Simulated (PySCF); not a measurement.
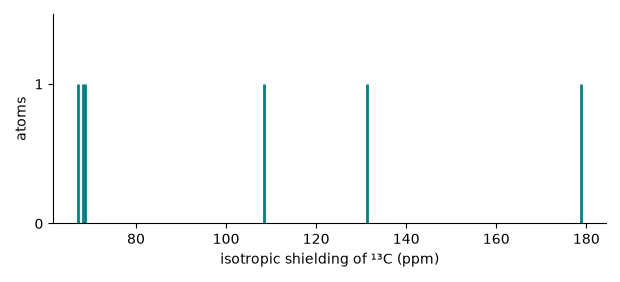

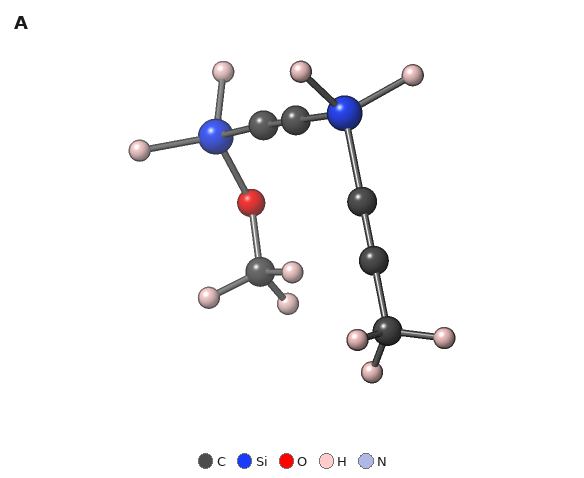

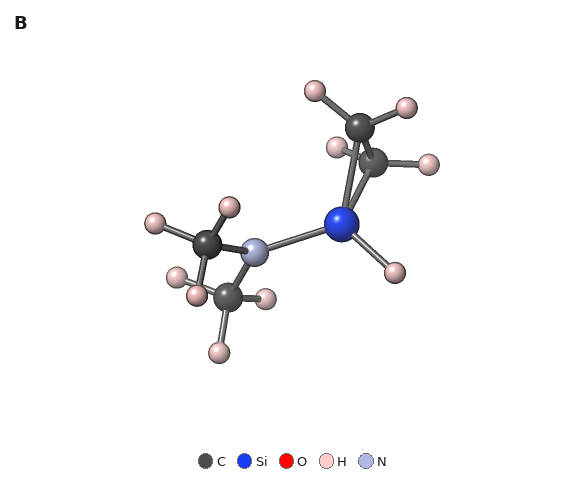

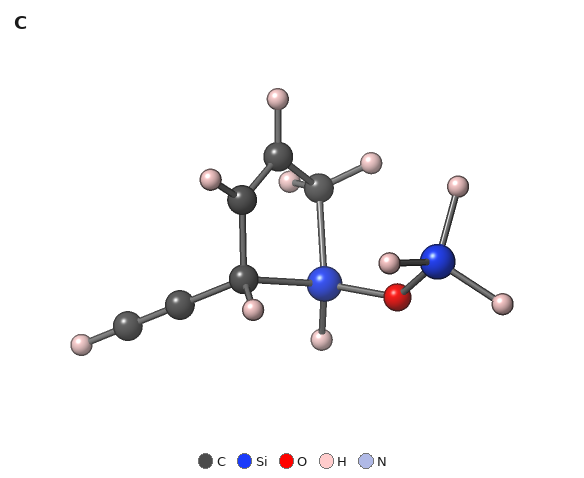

The sticks are computed shieldings of one of the molecules, for one fixed geometry (PBE0-D3(BJ)/def2-SVP) without averaging over rotations. Low shielding means a high chemical shift. Method: GIAO PBE0/pcSseg-1 NMR shielding, non-relativistic, IEF-PCM benzene (PySCF 2.14.0).

Which molecule gives this pattern?

A, `CC#C[SiH2]C#C[SiH2]OC`. Its 6 C atoms give lines at 67.2, 68.2, 68.8, 108.5, 131.3, 178.8 ppm.
